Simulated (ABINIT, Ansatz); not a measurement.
# TiNF (Pmmn): G0W0 with ABINIT, start to end, part 2 of 3

Aim: the G0W0 gap of TiNF (Pmmn) on LDA, step by step.

ABINIT 10.8.3; LDA and many-body steps on it, plane waves. Known limits of the many-body steps: not at the basis limit; coarse k mesh.

So far. Step 2 (Ground state): The gap is direct, at Γ.

### Step 3. Bands along the symmetry lines

Level of this step: DFT, LDA, plane waves, norm-conserving pseudopotentials (ABINIT).

The cheap functional maps the bands first; the places of the edges decide which points the dearer methods must see.

Contents of run.abi:

```
acell 3*1.0 Angstrom
rprim 
  3.062004000000 0.000000000000 0.000000000000
  0.000000000000 3.964387000000 0.000000000000
  0.000000000000 0.000000000000 7.870826000000
ntypat 3
znucl 22 7 9
natom 6
typat 1 1 2 2 3 3
xred 
  0.500000000000 0.000000000000 0.895914000000
  0.000000000000 0.500000000000 0.104086000000
  0.500000000000 0.500000000000 0.939316000000
  0.000000000000 0.000000000000 0.060684000000
  0.000000000000 0.000000000000 0.724624000000
  0.500000000000 0.500000000000 0.275376000000
pp_dirpath "pseudos"
pseudos "Ti.upf, N.upf, F.upf"
ecut 38
iscf -2
irdden 1
kptopt 0
nkpt 100
kpt 
  0.00000000 0.00000000 0.00000000
  0.06250000 0.00000000 0.00000000
  0.12500000 0.00000000 0.00000000
  0.18750000 0.00000000 0.00000000
  0.25000000 0.00000000 0.00000000
  0.31250000 0.00000000 0.00000000
  0.37500000 0.00000000 0.00000000
  0.43750000 0.00000000 0.00000000
  0.50000000 0.00000000 0.00000000
  0.50000000 0.06250000 0.00000000
  0.50000000 0.12500000 0.00000000
  0.50000000 0.18750000 0.00000000
  0.50000000 0.25000000 0.00000000
  0.50000000 0.31250000 0.00000000
  0.50000000 0.37500000 0.00000000
  0.50000000 0.43750000 0.00000000
  0.50000000 0.50000000 0.00000000
  0.43750000 0.50000000 0.00000000
  0.37500000 0.50000000 0.00000000
  0.31250000 0.50000000 0.00000000
  0.25000000 0.50000000 0.00000000
  0.18750000 0.50000000 0.00000000
  0.12500000 0.50000000 0.00000000
  0.06250000 0.50000000 0.00000000
  0.00000000 0.50000000 0.00000000
  0.00000000 0.43750000 0.00000000
  0.00000000 0.37500000 0.00000000
  0.00000000 0.31250000 0.00000000
  0.00000000 0.25000000 0.00000000
  0.00000000 0.18750000 0.00000000
  0.00000000 0.12500000 0.00000000
  0.00000000 0.06250000 0.00000000
  0.00000000 0.00000000 0.00000000
  0.00000000 0.00000000 0.06250000
  0.00000000 0.00000000 0.12500000
  0.00000000 0.00000000 0.18750000
  0.00000000 0.00000000 0.25000000
  0.00000000 0.00000000 0.31250000
  0.00000000 0.00000000 0.37500000
  0.00000000 0.00000000 0.43750000
  0.00000000 0.00000000 0.50000000
  0.06250000 0.00000000 0.50000000
  0.12500000 0.00000000 0.50000000
  0.18750000 0.00000000 0.50000000
  0.25000000 0.00000000 0.50000000
  0.31250000 0.00000000 0.50000000
  0.37500000 0.00000000 0.50000000
  0.43750000 0.00000000 0.50000000
  0.50000000 0.00000000 0.50000000
  0.50000000 0.06250000 0.50000000
  0.50000000 0.12500000 0.50000000
  0.50000000 0.18750000 0.50000000
  0.50000000 0.25000000 0.50000000
  0.50000000 0.31250000 0.50000000
  0.50000000 0.37500000 0.50000000
  0.50000000 0.43750000 0.50000000
  0.50000000 0.50000000 0.50000000
  0.43750000 0.50000000 0.50000000
  0.37500000 0.50000000 0.50000000
  0.31250000 0.50000000 0.50000000
  0.25000000 0.50000000 0.50000000
  0.18750000 0.50000000 0.50000000
  0.12500000 0.50000000 0.50000000
  0.06250000 0.50000000 0.50000000
  0.00000000 0.50000000 0.50000000
  0.00000000 0.43750000 0.50000000
  0.00000000 0.37500000 0.50000000
  0.00000000 0.31250000 0.50000000
  0.00000000 0.25000000 0.50000000
  0.00000000 0.18750000 0.50000000
  0.00000000 0.12500000 0.50000000
  0.00000000 0.06250000 0.50000000
  0.00000000 0.00000000 0.50000000
  0.50000000 0.00000000 0.00000000
  0.50000000 0.00000000 0.06250000
  0.50000000 0.00000000 0.12500000
  0.50000000 0.00000000 0.18750000
  0.50000000 0.00000000 0.25000000
  0.50000000 0.00000000 0.31250000
  0.50000000 0.00000000 0.37500000
  0.50000000 0.00000000 0.43750000
  0.50000000 0.00000000 0.50000000
  0.00000000 0.50000000 0.00000000
  0.00000000 0.50000000 0.06250000
  0.00000000 0.50000000 0.12500000
  0.00000000 0.50000000 0.18750000
  0.00000000 0.50000000 0.25000000
  0.00000000 0.50000000 0.31250000
  0.00000000 0.50000000 0.37500000
  0.00000000 0.50000000 0.43750000
  0.00000000 0.50000000 0.50000000
  0.50000000 0.50000000 0.00000000
  0.50000000 0.50000000 0.06250000
  0.50000000 0.50000000 0.12500000
  0.50000000 0.50000000 0.18750000
  0.50000000 0.50000000 0.25000000
  0.50000000 0.50000000 0.31250000
  0.50000000 0.50000000 0.37500000
  0.50000000 0.50000000 0.43750000
  0.50000000 0.50000000 0.50000000
istwfk *1
nband 31
nbdbuf 2
tolwfr 1e-08
nstep 40
prtwf 0
prtvol 0
indata_prefix "in"
outdata_prefix "out"
tmpdata_prefix "tmp"
```

Command:

```sh
$ OMP_NUM_THREADS=1 mpirun -n 4 abinit run.abi > log
```

Numbers of over 12 decimals in the logs are rounded to 6 here.

Log:

```text
.Version 10.8.3 of ABINIT. v10.8.2 released Aug 2026.

 Symmetries : space group Pm m n (# 59); Bravais oP (primitive ortho.)
[... echo of the input left out ...]
== DATASET  1 ==================================================================
-   mpi_nproc: 4, omp_nthreads: 1 (-1 if OMP is not activated)

--- !DatasetInfo
iteration_state: {dtset: 1, }
dimensions: {natom: 6, nkpt: 100, mband: 31, nsppol: 1, nspinor: 1, nspden: 1, mpw: 7264, }
cutoff_energies: {ecut:  38.0, pawecutdg:  -1.0, }
electrons: {nelect:   4.80000000E+01, charge:   0.00000000E+00, occopt:   1.00000000E+00, tsmear:   1.00000000E-02, }

 Real(R)+Recip(G) space primitive vectors, cartesian coordinates (Bohr,Bohr^-1):
 R(1)=  5.7863490  0.0000000  0.0000000  G(1)=  0.1728205  0.0000000  0.0000000
 R(2)=  0.0000000  7.4916057  0.0000000  G(2)=  0.0000000  0.1334827  0.0000000
 R(3)=  0.0000000  0.0000000 14.8737055  G(3)=  0.0000000  0.0000000  0.0672327
 Unit cell volume ucvol=  6.4476093E+02 bohr^3
 Angles (23,13,12)=  9.00000000E+01  9.00000000E+01  9.00000000E+01 degrees

 getcut: wavevector=  0.0000  0.0000  0.0000  ngfft=  36  45  90
         ecut(hartree)=     38.000   => boxcut(ratio)=   2.11651

--- Pseudopotential description ------------------------------------------------
- Ti Generated using ONCVPSP code by D. R. Hamann
- 22.00000  12.00000  180309                  znucl, zion, pspdat
12 -1012 2 -1 1568                            pspcod,pspxc,lmax,lloc,mmax
     nproj     2     2     2
  pspatm : epsatm=   14.84363209
         --- l  ekb(1:nproj) -->
             0   11.277028    1.250396
             1    1.832338   -0.094357
             2   -5.297893   -1.508002
 pspatm: atomic psp has been read  and splines computed

- N Generated using ONCVPSP code by D. R. Hamann
-  7.00000   5.00000  180309                  znucl, zion, pspdat
12 -1012 1 -1 1058                            pspcod,pspxc,lmax,lloc,mmax
     nproj     2     2     0
  pspatm : epsatm=    5.30777321
         --- l  ekb(1:nproj) -->
[...]
pspatm: atomic psp has been read  and splines computed

- F Generated using ONCVPSP code by D. R. Hamann
-  9.00000   7.00000  201202                  znucl, zion, pspdat
12 -1012 2 -1 824                             pspcod,pspxc,lmax,lloc,mmax
     nproj     2     2     1
  pspatm : epsatm=    4.94580260
         --- l  ekb(1:nproj) -->
[...]
2   -2.364936
 pspatm: atomic psp has been read  and splines computed

--------------------------------------------------------------------------------

================================================================================
 prteigrs : about to open file out_EIG
 Non-SCF case, kpt    1 (  0.00000  0.00000  0.00000), residuals and eigenvalues=
  7.43E-09  8.94E-09  7.43E-09  5.86E-09  5.17E-09  3.82E-09  9.65E-09  9.25E-09
[...]
-7.6167E-02 -7.6167E-02 -3.0292E-02 -3.0292E-02 -2.1533E-02 -2.1533E-02
  1.4673E-01  1.4673E-01  1.5205E-01  1.5205E-01  1.7909E-01  1.7909E-01
  2.4493E-01

--- !ResultsGS
iteration_state: {dtset: 1, }
comment   : Summary of ground state results
lattice_vectors:
- [  5.7863490,   0.0000000,   0.0000000, ]
- [  0.0000000,   7.4916057,   0.0000000, ]
- [  0.0000000,   0.0000000,  14.8737055, ]
lattice_lengths: [   5.78635,    7.49161,   14.87371, ]
lattice_angles: [ 90.000,  90.000,  90.000, ] # degrees, (23, 13, 12)
lattice_volume:   6.4476093E+02
convergence: {deltae:  0.000E+00, res2:  0.000E+00, residm:  9.994E-09, diffor:  0.000E+00, }
etotal    :  -1.88904238E+02
entropy   :   0.00000000E+00
fermie    :   7.68222598E-02
cartesian_stress_tensor: null
pressure_GPa: null
xred      :
- [  5.0000E-01,   0.0000E+00,   8.9591E-01, Ti]
- [  0.0000E+00,   5.0000E-01,   1.0409E-01, Ti]
- [  5.0000E-01,   5.0000E-01,   9.3932E-01,  N]
- [  0.0000E+00,   0.0000E+00,   6.0684E-02,  N]
- [  0.0000E+00,   0.0000E+00,   7.2462E-01,  F]
- [  5.0000E-01,   5.0000E-01,   2.7538E-01,  F]
cartesian_forces: null
force_length_stats: {min: null, max: null, mean: null, }

 Integrated electronic density in atomic spheres:
 ------------------------------------------------
 Atom  Sphere_radius  Integrated_density
[...]
================================================================================

 ----iterations are completed or convergence reached----

 Mean square residual over all n,k,spin=   64.401E-10; max=  99.936E-10
 reduced coordinates (array xred) for    6 atoms
[...]
0.000000000000      0.000000000000      0.724624000000
       0.500000000000      0.500000000000      0.275376000000

 cartesian coordinates (angstrom) at end:
    1      1.531002     0.000000     7.051583
    2      0.000000     1.982193     0.819243
    3      1.531002     1.982193     7.393193
    4      0.000000     0.000000     0.477633
    5      0.000000     0.000000     5.703389
    6      1.531002     1.982193     2.167437
 length scales=  1.889726125908  1.889726125908  1.889726125908 bohr
              =  1.000000000000  1.000000000000  1.000000000000 angstroms
 prteigrs : about to open file out_EIG
 Eigenvalues (hartree) for nkpt= 100  k points:
 kpt#   1, nband= 31, wtk=  1.00000, kpt=  0.0000  0.0000  0.0000 (reduced coord)
[...]
kpt#   2, nband= 31, wtk=  1.00000, kpt=  0.0625  0.0000  0.0000 (reduced coord)
[...]
kpt#   3, nband= 31, wtk=  1.00000, kpt=  0.1250  0.0000  0.0000 (reduced coord)
[...]
kpt#  99, nband= 31, wtk=  1.00000, kpt=  0.5000  0.5000  0.4375 (reduced coord)
[...]
0.14674    0.14674    0.15205    0.15205    0.17909    0.17909    0.24493
 kpt# 100, nband= 31, wtk=  1.00000, kpt=  0.5000  0.5000  0.5000 (reduced coord)
[...]
-0.75731   -0.75731   -0.39211   -0.39211   -0.14912   -0.14912   -0.12435   -0.12435
  -0.10353   -0.10353   -0.07617   -0.07617   -0.03029   -0.03029   -0.02153   -0.02153
   0.14673    0.14673    0.15205    0.15205    0.17909    0.17909    0.24493

== END DATASET(S) ==============================================================
================================================================================

 -outvars: echo values of variables after computation  --------
            nband          31
             nkpt         100
          spgroup          59
 [... the other variables as echoed above ...]

 Calculation completed.
```

Elapsed: 3.8 min, on 4 MPI ranks of Arm Neoverse V1, shared host; peak memory 0.64 GiB; 15 min of CPU time.

Numbers from this step:

* gap: 0.6504 eV
* k of the valence top: 0, 0, 0
* k of the conduction bottom: 0, 0, 0
* least direct gap: 0.6504 eV

The gap is 0.650 eV, as in the run before at this level.

The electronic bands at the labelled points (eV, zero at the top of the highest filled band):

| point | band 21 | band 22 | band 23 | band 24 | band 25 | band 26 | band 27 | band 28 |
| --- | --- | --- | --- | --- | --- | --- | --- | --- |
| Γ | -2.65 | -2.62 | -1.25 | 0.00 | 0.65 | 1.40 | 1.56 | 1.92 |
| X | -2.96 | -2.96 | -1.56 | -1.56 | 1.83 | 1.83 | 2.02 | 2.02 |
| S | -2.92 | -2.92 | -2.67 | -2.67 | 1.91 | 1.91 | 2.05 | 2.05 |
| Y | -2.73 | -2.73 | -2.29 | -2.29 | 1.12 | 1.12 | 2.20 | 2.20 |
| Γ | -2.65 | -2.62 | -1.25 | 0.00 | 0.65 | 1.40 | 1.56 | 1.92 |
| Z | -2.70 | -2.64 | -1.25 | 0.00 | 0.65 | 1.40 | 1.53 | 1.92 |
| U | -2.96 | -2.96 | -1.56 | -1.56 | 1.83 | 1.83 | 2.02 | 2.02 |
| R | -2.91 | -2.91 | -2.68 | -2.68 | 1.90 | 1.90 | 2.05 | 2.05 |
| T | -2.73 | -2.73 | -2.28 | -2.28 | 1.12 | 1.12 | 2.20 | 2.20 |
| Z | -2.70 | -2.64 | -1.25 | 0.00 | 0.65 | 1.40 | 1.53 | 1.92 |
| jump to X | -2.96 | -2.96 | -1.56 | -1.56 | 1.83 | 1.83 | 2.02 | 2.02 |
| U | -2.96 | -2.96 | -1.56 | -1.56 | 1.83 | 1.83 | 2.02 | 2.02 |
| jump to Y | -2.73 | -2.73 | -2.29 | -2.29 | 1.12 | 1.12 | 2.20 | 2.20 |
| T | -2.73 | -2.73 | -2.28 | -2.28 | 1.12 | 1.12 | 2.20 | 2.20 |
| jump to S | -2.92 | -2.92 | -2.67 | -2.67 | 1.91 | 1.91 | 2.05 | 2.05 |
| R | -2.91 | -2.91 | -2.68 | -2.68 | 1.90 | 1.90 | 2.05 | 2.05 |

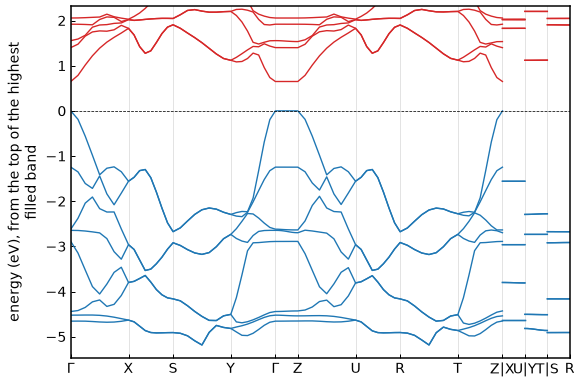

Electronic bands along the path; lines of filled and empty bands in two colours.

### Step 4. Empty states on the mesh, 4×2×1 mesh, 195 bands

The sums over transitions need many empty states on a uniform mesh; this step solves for them.

Contents of run.abi:

```
acell 3*1.0 Angstrom
rprim 
  3.062004000000 0.000000000000 0.000000000000
  0.000000000000 3.964387000000 0.000000000000
  0.000000000000 0.000000000000 7.870826000000
ntypat 3
znucl 22 7 9
natom 6
typat 1 1 2 2 3 3
xred 
  0.500000000000 0.000000000000 0.895914000000
  0.000000000000 0.500000000000 0.104086000000
  0.500000000000 0.500000000000 0.939316000000
  0.000000000000 0.000000000000 0.060684000000
  0.000000000000 0.000000000000 0.724624000000
  0.500000000000 0.500000000000 0.275376000000
pp_dirpath "pseudos"
pseudos "Ti.upf, N.upf, F.upf"
ecut 38
ngkpt 4 2 1
nshiftk 1
shiftk 0 0 0
kptopt 1
chksymbreak 0
iscf -2
irdden 1
istwfk *1
nband 195
nbdbuf 16
tolwfr 1e-09
nstep 60
prtvol 0
indata_prefix "in"
outdata_prefix "out"
tmpdata_prefix "tmp"
```

Log:

```text
.Version 10.8.3 of ABINIT. v10.8.2 released Aug 2026.

 Symmetries : space group Pm m n (# 59); Bravais oP (primitive ortho.)
[... echo of the input left out ...]
== DATASET  1 ==================================================================
-   mpi_nproc: 4, omp_nthreads: 1 (-1 if OMP is not activated)

--- !DatasetInfo
iteration_state: {dtset: 1, }
dimensions: {natom: 6, nkpt: 6, mband: 195, nsppol: 1, nspinor: 1, nspden: 1, mpw: 7264, }
cutoff_energies: {ecut:  38.0, pawecutdg:  -1.0, }
electrons: {nelect:   4.80000000E+01, charge:   0.00000000E+00, occopt:   1.00000000E+00, tsmear:   1.00000000E-02, }

 Real(R)+Recip(G) space primitive vectors, cartesian coordinates (Bohr,Bohr^-1):
 R(1)=  5.7863490  0.0000000  0.0000000  G(1)=  0.1728205  0.0000000  0.0000000
 R(2)=  0.0000000  7.4916057  0.0000000  G(2)=  0.0000000  0.1334827  0.0000000
 R(3)=  0.0000000  0.0000000 14.8737055  G(3)=  0.0000000  0.0000000  0.0672327
 Unit cell volume ucvol=  6.4476093E+02 bohr^3
 Angles (23,13,12)=  9.00000000E+01  9.00000000E+01  9.00000000E+01 degrees

 getcut: wavevector=  0.0000  0.0000  0.0000  ngfft=  36  45  90
         ecut(hartree)=     38.000   => boxcut(ratio)=   2.11651

--- Pseudopotential description ------------------------------------------------
- Ti Generated using ONCVPSP code by D. R. Hamann
- 22.00000  12.00000  180309                  znucl, zion, pspdat
12 -1012 2 -1 1568                            pspcod,pspxc,lmax,lloc,mmax
     nproj     2     2     2
  pspatm : epsatm=   14.84363209
         --- l  ekb(1:nproj) -->
             0   11.277028    1.250396
             1    1.832338   -0.094357
             2   -5.297893   -1.508002
 pspatm: atomic psp has been read  and splines computed

- N Generated using ONCVPSP code by D. R. Hamann
-  7.00000   5.00000  180309                  znucl, zion, pspdat
12 -1012 1 -1 1058                            pspcod,pspxc,lmax,lloc,mmax
     nproj     2     2     0
  pspatm : epsatm=    5.30777321
         --- l  ekb(1:nproj) -->
[...]
pspatm: atomic psp has been read  and splines computed

- F Generated using ONCVPSP code by D. R. Hamann
-  9.00000   7.00000  201202                  znucl, zion, pspdat
12 -1012 2 -1 824                             pspcod,pspxc,lmax,lloc,mmax
     nproj     2     2     1
  pspatm : epsatm=    4.94580260
         --- l  ekb(1:nproj) -->
[...]
2   -2.364936
 pspatm: atomic psp has been read  and splines computed

--------------------------------------------------------------------------------

================================================================================
 prteigrs : about to open file out_EIG
 Non-SCF case, kpt    1 (  0.00000  0.00000  0.00000), residuals and eigenvalues=
  8.94E-10  1.22E-10  4.48E-10  4.75E-10  4.70E-10  4.98E-10  4.68E-10  7.21E-10
  9.40E-11  7.10E-11  6.61E-10  4.93E-10  1.23E-10  6.67E-11  1.70E-10  1.12E-10
  1.27E-10  1.05E-10  8.92E-11  1.20E-10  7.90E-11  8.12E-11  1.13E-10  7.88E-11
[...]
-2.0211E+00 -2.0184E+00 -1.1655E+00 -1.1614E+00 -1.1595E+00 -1.1569E+00
 -1.1524E+00 -1.1521E+00 -7.6221E-01 -7.6105E-01 -4.5253E-01 -4.0272E-01
 -1.4068E-01 -1.2498E-01 -1.2323E-01 -1.2017E-01 -9.4285E-02 -8.9409E-02
[...]
2.8359E+00  2.8588E+00  2.8803E+00  2.8872E+00  2.8910E+00  2.9035E+00
  2.9191E+00  2.9204E+00  2.9208E+00  2.9218E+00  2.9413E+00  2.9603E+00
[...]
prteigrs : prtvol=0 or 1, do not print more k-points.

--- !ResultsGS
iteration_state: {dtset: 1, }
comment   : Summary of ground state results
lattice_vectors:
- [  5.7863490,   0.0000000,   0.0000000, ]
- [  0.0000000,   7.4916057,   0.0000000, ]
- [  0.0000000,   0.0000000,  14.8737055, ]
lattice_lengths: [   5.78635,    7.49161,   14.87371, ]
lattice_angles: [ 90.000,  90.000,  90.000, ] # degrees, (23, 13, 12)
lattice_volume:   6.4476093E+02
convergence: {deltae:  0.000E+00, res2:  0.000E+00, residm:  9.987E-10, diffor:  0.000E+00, }
etotal    :  -1.88904238E+02
entropy   :   0.00000000E+00
fermie    :   7.68222598E-02
cartesian_stress_tensor: null
pressure_GPa: null
xred      :
- [  5.0000E-01,   0.0000E+00,   8.9591E-01, Ti]
- [  0.0000E+00,   5.0000E-01,   1.0409E-01, Ti]
- [  5.0000E-01,   5.0000E-01,   9.3932E-01,  N]
- [  0.0000E+00,   0.0000E+00,   6.0684E-02,  N]
- [  0.0000E+00,   0.0000E+00,   7.2462E-01,  F]
- [  5.0000E-01,   5.0000E-01,   2.7538E-01,  F]
cartesian_forces: null
force_length_stats: {min: null, max: null, mean: null, }

 Integrated electronic density in atomic spheres:
 ------------------------------------------------
 Atom  Sphere_radius  Integrated_density
[...]
================================================================================

 ----iterations are completed or convergence reached----

 Mean square residual over all n,k,spin=   35.647E-11; max=  99.873E-11
 reduced coordinates (array xred) for    6 atoms
[...]
0.500000000000      0.500000000000      0.275376000000

 cartesian coordinates (angstrom) at end:
    1      1.531002     0.000000     7.051583
    2      0.000000     1.982193     0.819243
    3      1.531002     1.982193     7.393193
    4      0.000000     0.000000     0.477633
    5      0.000000     0.000000     5.703389
    6      1.531002     1.982193     2.167437
 length scales=  1.889726125908  1.889726125908  1.889726125908 bohr
              =  1.000000000000  1.000000000000  1.000000000000 angstroms
 prteigrs : about to open file out_EIG
 Eigenvalues (hartree) for nkpt=   6  k points:
 kpt#   1, nband=195, wtk=  0.12500, kpt=  0.0000  0.0000  0.0000 (reduced coord)
[...]
2.80370    2.81798    2.82777    2.82933    2.83590    2.85878    2.88026    2.88722
   2.89102    2.90353    2.91908    2.92041    2.92081    2.92178    2.94130    2.96033
   2.96866    2.97509    2.97854
 prteigrs : prtvol=0 or 1, do not print more k-points.

== END DATASET(S) ==============================================================
================================================================================

 -outvars: echo values of variables after computation  --------
            nband         195
             nkpt           6
          spgroup          59
 [... the other variables as echoed above ...]

 Calculation completed.
```

Wall time 2.3 min (4 MPI ranks); peak memory 0.47 GiB.

This step gave:

```yaml
gap: 0.6504 eV
k_of_the_valence_top: 0, 0, 0
k_of_the_conduction_bottom: 0, 0, 0
least_direct_gap: 0.6504 eV
k_points_computed: 6
lowest_point_of_the_top_converged_band_above_the_valence_top: 73.1271 eV
```

On this mesh the gap is 0.650 eV.

(Continued in part 3 of 3.)

[Paths, hosts, dates, memory and timing lines, banners, echoed tables and standing remarks are left out of the program output.]

[Logs are printed without paths, hosts, clocks, repeated set-up lines and the standing remarks that a program may print on its own settings, such as how far it seeks lower states.]

[Runs of the session that timed out or met a known fault of the program may be left out.]

[Hosts, paths, dates, database ids (printed as entryN), source tags and the programs' standing remarks are cut or masked in the printed files.]

[G0W0 gaps are taken among the corrected bands and points alone; a level outside them can change the order at an edge.]

[Where Ansatz stands beside ABINIT at settings called matched, ABINIT's density can come from a denser mesh and the files from another edition; pairs whose starting gaps differed by over 0.03 eV were left out, so agreement reads better than it is.]
